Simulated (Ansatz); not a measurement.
```yaml
crystal:
  periodic: [false, false, false]
  atoms:
    - {symbol: Ge, position_ang: [-1.169327, -0.289163, -0.106840]}
    - {symbol: H, position_ang: [-0.919076, -1.584686, -0.887667]}
    - {symbol: H, position_ang: [-1.665130, -0.546417, 1.321870]}
    - {symbol: H, position_ang: [-2.086491, 0.666737, -0.884732]}
    - {symbol: O, position_ang: [0.415926, 0.537894, 0.165357]}
    - {symbol: O, position_ang: [0.946798, 0.742042, -1.156981]}
    - {symbol: H, position_ang: [1.053028, 1.700941, -1.160730]}
basis:
  gaussian: {orbitals: def2-TZVPP}
hamiltonian: {xc: pbe}
correlation: {method: rpa}
```

Describe the molecule in this file.

The molecule is GeH₄O₂. This geometry has C1 symmetry. Coordination: 1 Ge tetrahedral; 2 O bent.

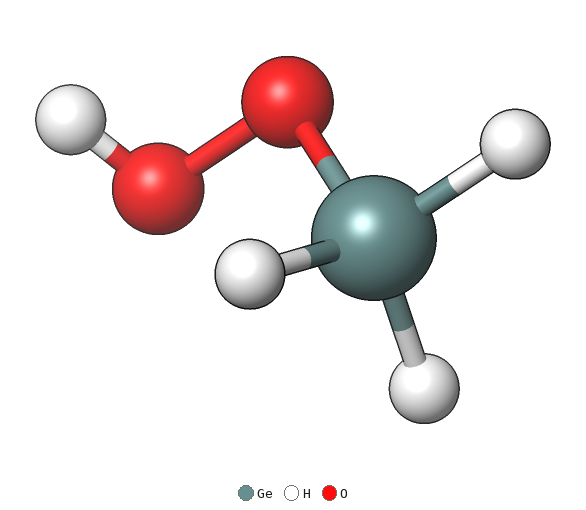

Source: calculation with Ansatz.
